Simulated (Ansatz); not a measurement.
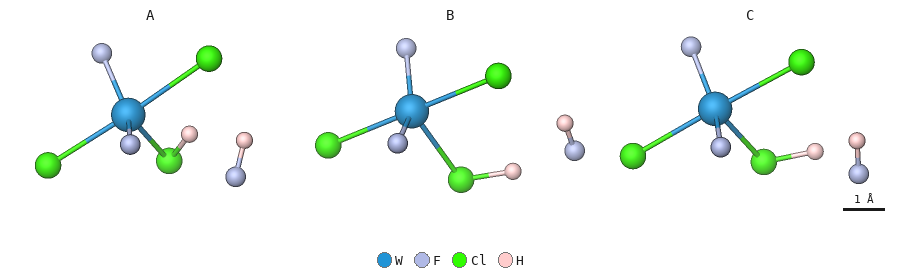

3 geometries from one relaxation of WH₂Cl₃F₃, in shuffled order. Style: ball-and-stick. Shown at a tilt.

The run prepares an end point of a later path (reaction) calculation, from a guessed geometry.

All numbers below come from RHF/def2-SVP (Ansatz). Set-up: no spin polarisation; force threshold 0.03 eV/Å; at most 50 steps.

Put them in the order of the run, from the start to the converged end.

A, C, B. They are steps 0, 7, 20, at +1.820 eV, +0.187 eV relative to the last. The energy falls by 1.820 eV in 19 accepted moves (20 points after the start). The largest force component goes from 1.6 to 0.0043 eV/Å. The line search rejected the trial step at point 15 of the run. The atom that moves furthest after the best rigid fit is an F atom (1.41 Å). Largest moves by element: F 1.41 Å, H 1.08 Å, Cl 0.88 Å, W 0.44 Å. Near-neighbour distances that change, for instance: H–W 1.780 → 3.076 Å, F–W 3.054 → 4.122 Å, H–W 2.937 → 3.745 Å, Cl–H 1.393 → 1.311 Å. Among the angles between lasting bonds that change: W–Cl–H 44.5° → 103.7°, F–W–Cl 122.7° → 107.6°, Cl–W–F 99.6° → 107.6°. Cost: 51 s on 4 threads of Arm Neoverse V1, with other jobs on the host, peak memory 0.42 GiB.

Limits of the set-up: Hartree-Fock leaves out electron correlation.
